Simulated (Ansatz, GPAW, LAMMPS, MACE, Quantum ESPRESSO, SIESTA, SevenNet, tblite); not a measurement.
# Running liquid 62SiO2-17Al2O3-10MgO-10Na2O (mol %) at 2000 K (94 atoms) with tblite

How near does tblite come to plane waves for liquid 62SiO2-17Al2O3-10MgO-10Na2O (mol %) at 2000 K (94 atoms)?

Program: tblite 0.8.0. Level of theory: the method is named at each step. Results are calculated unless marked as measured.

### 1. Set-up

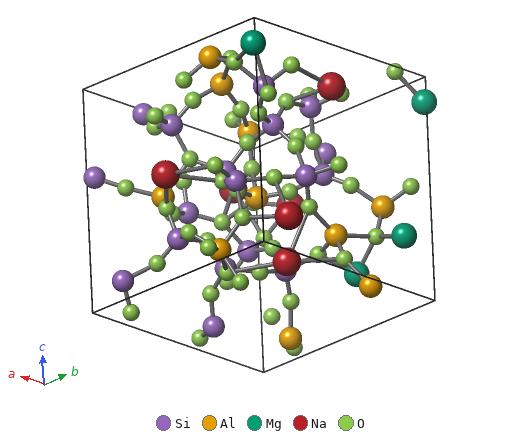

The starting structure, seen from a free direction (silicon purple, aluminium orange, magnesium teal, sodium red, oxygen green). Bonds to atoms that aren't drawn are left out. Some periodic images of atoms are drawn too.

The cell holds 94 atoms: 18 Si, 10 Al, 3 Mg, 6 Na and 57 O. Its edges and angles: a = 11.041 Å, b = 11.041 Å, c = 11.041 Å, α = 90.0°, β = 90.0°, γ = 90.0°. 94 atoms (18 Si, 10 Al, 3 Mg, 6 Na, 57 O) placed at random at 2.51 g/cm³, melted at 4000 K for 10 ps at fixed volume with the Morse and Coulomb pair potential with partial charges (Pedone, Malavasi, Menziani, Cormack and Segre, J. Phys. Chem. B 110, 11780 (2006)). Snapshot at the end of a hold of 10 ps at 2000 K and zero pressure.

The yardstick, on the same geometry:

- method: Kohn-Sham DFT, PBE, PAW, plane waves (Ansatz 0.2.0); cutoff 420 eV, Γ point, fermi-dirac smearing of 0.05 eV; PAW set soft_2
- r.m.s. force component: 2.18 eV/Å
- longest force: 9.468 eV/Å
- pressure: 4.055 GPa
- gap (highest filled to lowest empty level): 1.459 eV
- SCF cycles: 10
- time: 16 s on 4 threads of Arm Neoverse V2, shared host
- CPU time: 63 s

### 2. GFN1-xTB

Method: GFN1-xTB tight binding, diagonalisation.

File run.py:

```python
import numpy as np
from ase.io import read
from tblite.ase import TBLite

atoms = read("structure.xyz")
atoms.calc = TBLite(method="GFN1-xTB", electronic_temperature=580, accuracy=1.0, max_iterations=250, mixer_damping=0.4, verbosity=1)
energy = atoms.get_potential_energy()
forces = atoms.get_forces()
print(f"energy {energy:.6f} eV")
print("forces (eV/A)")
for i, (a, f) in enumerate(zip(atoms, forces)):
    print(f"{i:4d} {a.symbol:2s} {f[0]:10.5f} {f[1]:10.5f} {f[2]:10.5f}")
stress = -atoms.get_stress(voigt=False) * 160.21766
print("stress (GPa, compression positive)")
for row in stress:
    print(" ".join(f"{x:10.4f}" for x in row))
print("charges (e)")
print(np.array2string(atoms.get_charges(), precision=4, suppress_small=True, max_line_width=110, threshold=100000))
```

File structure.xyz:

```xyz
94
Lattice="11.04071 0.00000 0.00000 0.00000 11.04071 0.00000 0.00000 0.00000 11.04071" Properties=species:S:1:pos:R:3 pbc="T T T"
Si 6.20146 3.88015 2.24436
Si 8.86834 9.37533 8.77913
Si 8.88612 7.34340 4.73569
Si 10.41879 1.41122 1.29982
Si 8.98383 3.54208 8.67954
Si 7.13815 5.04218 6.40836
Si 2.96708 2.22956 4.47612
Si 6.05439 9.07491 5.18858
Si 2.51198 6.74709 6.92087
Si 0.68066 5.15358 8.95733
Si 6.48079 7.53308 8.08158
Si 10.77595 0.23859 6.67819
Si 5.05466 1.84645 0.33166
Si 3.29433 4.84886 2.59324
Si 8.04636 0.86868 10.33234
Si 9.05515 3.70129 2.99358
Si 5.70220 1.14404 5.98992
Si 3.88291 7.44541 9.67807
Al 3.41003 8.24796 3.21472
Al 10.14575 7.27793 10.52434
Al 4.25763 4.15970 6.15884
Al 8.99950 6.24926 1.65953
Al 3.23393 10.13338 0.14651
Al 4.37124 3.96604 9.39885
Al 8.64046 2.46362 5.57523
Al 7.23851 5.11803 10.66201
Al 0.77925 8.75020 5.14298
Al 1.65854 3.39524 0.14496
Mg 11.00593 10.86781 9.86167
Mg 1.12240 7.24823 2.22018
Mg 1.75039 10.96022 2.76194
Na 10.78368 4.74828 5.38301
Na 5.69082 7.27229 1.61835
Na 2.93661 1.40581 7.80854
Na 0.60249 2.74163 7.18187
Na 7.75919 9.52007 2.61742
Na 5.29711 10.19621 9.43881
O 7.91906 10.25020 9.78472
O 2.87036 6.54836 2.95880
O 7.31083 3.86204 3.31917
O 9.83374 1.27918 6.08961
O 7.20704 1.62354 5.39924
O 6.67256 6.05307 7.62869
O 3.17089 1.00217 3.33043
O 9.70556 5.02661 2.71911
O 0.27039 0.93007 2.38733
O 6.62906 1.09767 10.72517
O 4.46464 2.10447 5.55414
O 3.28814 6.94715 8.29367
O 5.19333 8.35484 4.11244
O 5.76756 1.01078 7.56951
O 1.59064 4.32641 9.81817
O 8.43102 4.42158 9.77787
O 9.32708 2.57017 2.07974
O 0.37660 2.36470 0.36677
O 3.67479 5.67967 6.11788
[... 34 atom lines left out ...]
O 4.10339 2.72352 10.51307
O 3.40473 8.93790 9.98842
O 5.72836 4.81309 9.92604
O 10.35033 7.49245 5.07343
```

Launch:

```bash
$ OMP_NUM_THREADS=1 python run.py > output.txt
```

The log of the run:

```text
------------------------------------------------------------
  cycle        total energy    energy error   density error
------------------------------------------------------------
      1     -297.5081048114  -2.9895774E+02   1.0565419E+00
      2     -302.2591954114  -4.7510906E+00   7.5534090E-01
      3     -315.9983769404  -1.3739182E+01   5.0325752E-01
      4     -323.3331303960  -7.3347535E+00   8.8621068E-02
      5     -323.4652090051  -1.3207861E-01   4.0759499E-02
      6     -323.5204200785  -5.5211073E-02   1.5984946E-02
      7     -323.5311200062  -1.0699928E-02   7.7705310E-03
      8     -323.5331498255  -2.0298193E-03   3.7230885E-03
      9     -323.5333253350  -1.7550950E-04   2.6124334E-03
     10     -323.5336181591  -2.9282412E-04   8.5792747E-04
     11     -323.5336379866  -1.9827527E-05   3.3736888E-04
     12     -323.5336413098  -3.3231588E-06   1.6716864E-04
     13     -323.5336426819  -1.3721271E-06   4.8107622E-05
     14     -323.5336427789  -9.6960548E-08   1.8622898E-05
------------------------------------------------------------
 total:                                   4.279 sec
energy -8803.798846 eV
forces (eV/A)
   0 Si    1.47181    3.29478   -1.78170
   1 Si    2.46018    0.33287   -0.51740
   2 Si   -6.10311   -0.88742   -3.15735
   3 Si   -0.74778    4.63594   -1.19110
   4 Si   -2.98839   -3.71362   -2.15718
   5 Si    3.56834    0.70204    0.90323
   6 Si    2.66187   -1.67448   -1.71548
   7 Si   -0.15487    0.25083    3.25806
   8 Si    3.06062   -6.92315    1.08502
   9 Si   -1.75611   -1.86008   -4.44866
  10 Si    0.56759    2.15930    0.57038
  11 Si    1.05448   -0.66220    6.43590
  12 Si    1.59629   -4.75105   -0.91353
  13 Si   -4.40965    1.26959    2.87086
  14 Si    3.63100   -2.12093   -3.09102
  15 Si   -3.15428    0.87498    4.66295
  16 Si    1.61433   -1.15118    2.10890
  17 Si   -1.08422   -1.10098    2.93295
  18 Al    0.16627   -1.15625    2.49051
  19 Al   -2.26563    0.94368    1.38606
  20 Al   -3.70388   -2.95409    0.90620
  21 Al   -1.35934    1.03082    0.45063
  22 Al   -1.36124   -0.33245    1.47512
  23 Al    0.18807    1.25802   -0.41473
[...]
86 O     1.55850    0.01594   -0.62294
  87 O    -0.77835    2.24448   -1.12072
  88 O    -0.25875    0.21051    0.57031
  89 O     0.47803    0.19280   -0.62929
  90 O    -1.58134    0.18633    0.24128
  91 O     0.79399    1.76977   -0.80528
  92 O    -0.04898    0.01880    0.41087
  93 O     2.99369    1.34751    1.19714
stress (GPa, compression positive)
    8.3087    -1.7668    -0.0331
   -1.7668     8.5342     0.5381
   -0.0331     0.5381     9.4990
charges (e)
[ 0.5456  0.5004  0.5088  0.4857  0.5208  0.5501  0.4606  0.4893  0.5032  0.5148  0.5253  0.4732  0.5381
  0.5249  0.5062  0.5201  0.4608  0.4684  0.5485  0.6274  0.6408  0.641   0.557   0.6293  0.6037  0.6252
  0.5795  0.6095  0.7839  0.7636  0.7779  0.2354  0.2051  0.2163  0.2217  0.2731  0.206  -0.2933 -0.3793
 -0.2649 -0.3126 -0.3386 -0.229  -0.4431 -0.3411 -0.3962 -0.2479 -0.2576 -0.2228 -0.3193 -0.433  -0.2863
 -0.3119 -0.2531 -0.3537 -0.3675 -0.2806 -0.2665 -0.3579 -0.2781 -0.265  -0.4462 -0.332  -0.2889 -0.4801
 -0.2511 -0.277  -0.4439 -0.2907 -0.4218 -0.3139 -0.2744 -0.2597 -0.4094 -0.4026 -0.3653 -0.215  -0.4506
 -0.4574 -0.2874 -0.2606 -0.5055 -0.2647 -0.2929 -0.3133 -0.2132 -0.2525 -0.3901 -0.5424 -0.2671 -0.2936
 -0.3413 -0.4293 -0.3082]
```

It took 4.8 s on 1 thread of Arm Neoverse V2, shared host; peak memory 0.13 GiB.

Banners, paths, timers and routine set-up lines are dropped from the logs unmarked, and long logs keep their key lines alone; longer cuts are marked.

Numbers from this run, and their distance from the reference:

```yaml
r_m_s_force_component: 1.868 eV/Å
r_m_s_difference_of_force_components: 623.3 meV/Å
longest_difference_of_force_vectors: 2475 meV/Å
force_difference_over_r_m_s_force: 28.59 %
slope_of_forces_against_the_reference_s: 0.8264
correlation_of_force_components: 0.9642
pressure: 8.781 GPa
pressure_difference: 4.726 GPa
```

Length of the force difference by element (eV/Å):

```
element  atoms  mean  most
     Al     10   1.3   2.1
     Mg      3  0.93   1.2
     Na      6  0.55  0.91
      O     57  0.75   1.6
     Si     18   1.5   2.5
```

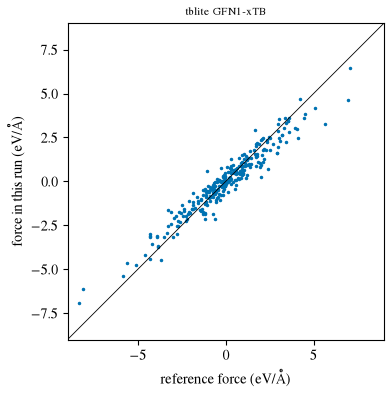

Force components against those of the reference; the line marks equality.

A closer look about Al23, picked at random: 9 atoms, nearest first, numbered in the order of the input, with positions taken from that point.

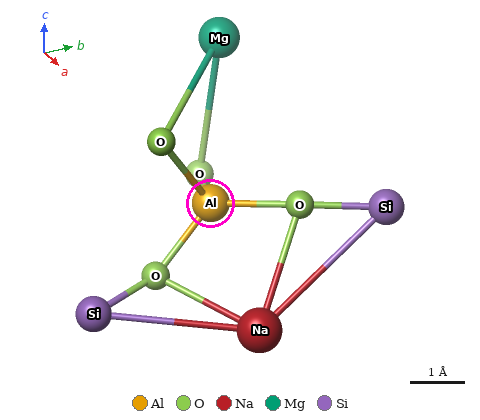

The atoms of the table, within 3.3 Å (arrows a, b, c point along x, y, z); some may hide others; the central atom is ringed.

```
atom      x      y      z  distance (Å)  Mulliken charge (e)     Fx     Fy  Fz (eV/Å)
Al23   0.00   0.00   0.00          0.00                 0.56  -1.36  -0.33       1.48
 O92   0.17  -1.20  -1.20          1.70                -0.34   0.79   1.77      -0.81
 O89  -1.64   0.54  -0.19          1.74                -0.54  -0.26   0.21       0.57
 O63   1.21   1.26   0.25          1.77                -0.33  -0.72   0.22       0.76
 O78   0.38  -1.22   1.64          2.08                -0.45   0.04   2.48      -3.10
Na37   2.06   0.06  -1.75          2.71                 0.21   0.45   0.08      -0.54
Mg31  -1.48   0.83   2.62          3.12                 0.78   0.53  -0.19       0.07
Si18   0.65  -2.69  -1.51          3.15                 0.47  -1.08  -1.10       2.93
Si13   1.82   2.75   0.19          3.31                 0.54   1.60  -4.75      -0.91
```

Atoms are counted from 1 here, from 0 in the log.

Forces lie 29 % from the reference's, at 0.076 times its CPU time (on 1 against 4 cores).

### 3. Summary of results

```yaml
force_difference_from_the_reference: tblite GFN1-xTB, 29 %
its_cpu_time: 4.8 s
```

Tight binding differs by 29 % (tblite GFN1-xTB); it is another model, with fitted parameters of its own, and the xTB methods hold dispersion. One electronic-structure run takes under half the reference's CPU time: tblite GFN1-xTB, at 29 % in 4.8 s against 63 s; its pressure misses by +4.7 GPa. Periodic xTB results under one method name differ between programs and library versions. The frame stands for 2000 K, but pressures are static and levels are smeared at 580 K. The network of bonds at the start is that of the classical potential that made the cell, and needn't be the one that DFT or experiment would give. The electronic-structure runs sample only Γ, in a cell whose shortest periodic width is 11 Å.

[Also dropped from logs without a mark: logging warnings of Python, and SIESTA's first energy breakdown and zero terms.]

[Logs are printed without paths, hosts, clocks, repeated set-up lines and the standing remarks that a program may print on its own settings, such as how far it seeks lower states.]

[Hosts, paths, dates, database ids (printed as entryN), source tags and the programs' standing remarks are cut or masked in the printed files.]
